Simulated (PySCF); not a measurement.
The calculation's input:

```
{"job": {"kind": "nmr", "xc": "PBE0", "basis": "pcSseg-1"}, "charge": 0, "multiplicity": 1}
C     -1.548396     1.292302     0.065917
C     -0.838731     0.241161    -0.789738
C     -0.043339    -0.710223     0.059540
C      1.243684    -0.549086     0.348958
Si     2.355719     0.846049    -0.239788
C     -0.854459    -1.865670     0.583115
F     -0.153248    -2.658256     1.455274
H     -0.823355     1.845995     0.656905
H     -2.259703     0.826029     0.743722
H     -2.088735     1.991257    -0.568313
H     -0.169349     0.746150    -1.486972
H     -1.583849    -0.313164    -1.366256
H      1.700276    -1.291052     0.992622
H      2.474406     0.821579    -1.702168
H      3.675257     0.658390     0.363911
H      1.821812     2.150420     0.166420
H     -1.738928    -1.509806     1.125719
H     -1.177821    -2.515759    -0.240518
```

Run with:

```sh
OMP_NUM_THREADS=1 python probes_run.py task.json out
```

Geometry: GFN2-xTB.

The calculation used PBE0/pcSseg-1, SCF density, gas phase, non-relativistic in PySCF 2.14.0.

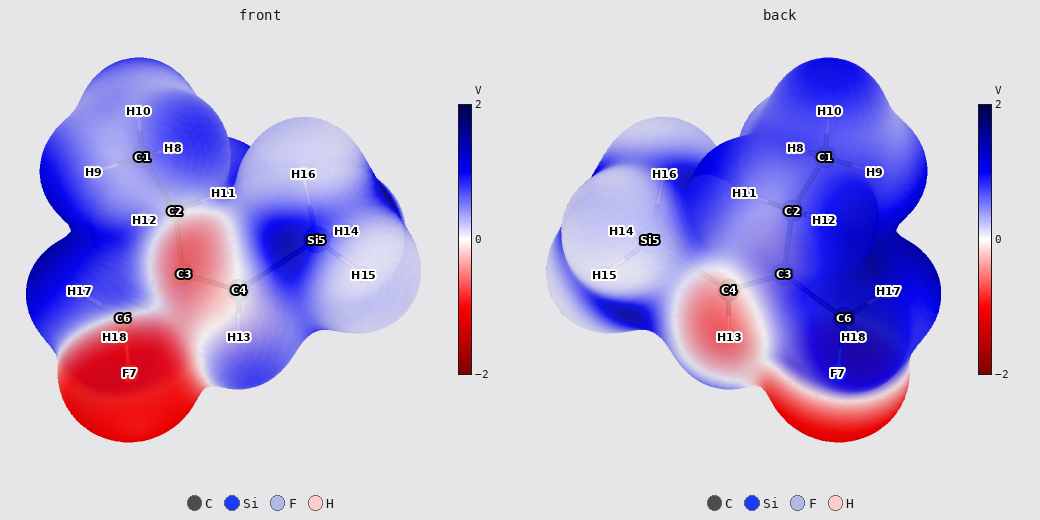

C5H11FSi. The electrostatic potential painted on the density surface at 0.004 e/bohr³, seen from the front and from behind; red is negative and blue positive.

Which sites attract a positive test charge, and which a negative one?

Answer. A positive charge is drawn to the negative regions and a negative charge to the positive ones. The most negative region (about −1.1 V) lies over F7, the most positive (about +1.6 V) over Si5 and C6.

How polar is the molecule by this calculation?

Answer. Its dipole moment is 2.16 D.
